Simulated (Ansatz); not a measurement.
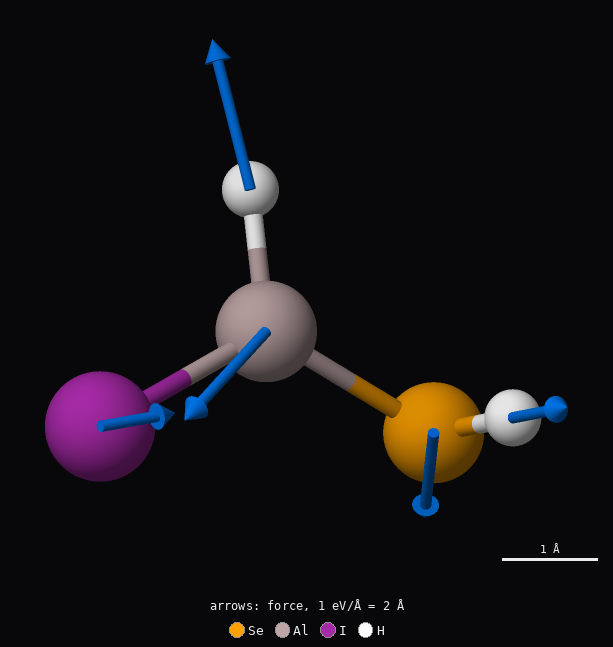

Starting geometry of AlH₂SeI with the computed forces as blue arrows. Style: ball-and-stick. Shown at a tilt.

The run prepares an end point of a later path (hydrogen shift) calculation, from a guessed geometry.

All numbers below come from UKS PBE0-D4/def2-SVP (Ansatz 0.2.0). (collinear spin; force threshold 0.02 eV/Å; at most 50 steps)

Q: What follows when this structure is relaxed?

A: It isn't relaxed: the largest force vector, on an H atom, is 0.82 eV/Å. The final displacements have little in common with the starting forces (cosine between the two patterns −0.21). Over 11 geometry steps the energy falls by 0.351 eV. Largest force component: 0.71 eV/Å at the start, 0.0045 eV/Å at the end. The atom that moves furthest after the best rigid fit is an H atom (0.97 Å). By element the largest moves are H 0.97 Å, Se 0.74 Å, I 0.51 Å, Al 0.24 Å. Some distances before and after: Al–H 1.526 → 1.576 Å, Al–I 2.516 → 2.472 Å, H–Se 1.448 → 1.472 Å, Al–Se 2.302 → 2.306 Å. Among the angles between lasting bonds that change: Se–Al–I 128.0° → 119.7°, I–Al–H 114.9° → 120.6°, Se–Al–H 117.2° → 119.7°. Groups turn about Al–Se by about 85°. Cost: 52 s on 2 threads of Arm Neoverse V1 (shared host), peak memory 0.29 GiB.
